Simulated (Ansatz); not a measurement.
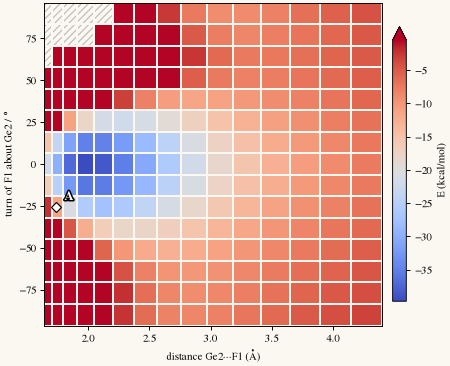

FGeH₄, charge −1. 
- The turn is about an axis along (−0.94, 0.14, −0.31) in the frame of the relaxed pair, normal to the line between the partners.
- Coordinates scanned: (1) distance Ge2···F1; (2) turn of F1 about Ge2.
- The scan uses a 15 × 15 grid. At 10 points there is no value (left out of the scan, as a rule where atoms come close).
- Energies are in kcal/mol, from the ion and the molecule far apart, frozen as in the relaxed pair, each in its own basis (no counterpoise correction).
- Energies and slopes of some neighbouring points disagree (a jump in structure or state, or too coarse a mesh).
- Theory: RHF/def2-SVPD (Ansatz).

The picture shows one coloured cell a grid point, one colour for all values above the top of the scale, hatched blanks where no value was computed, the point A.

Is A at rest? If not, where is it pushed?

A, at distance Ge2···F1 = 1.740 Å, turn of F1 about Ge2 = −25.7°, is not a stationary point. The computed force is 118 kcal/mol for each Å towards larger values of distance Ge2···F1 and 1.3 kcal/mol for each degree towards larger values of turn of F1 about Ge2.
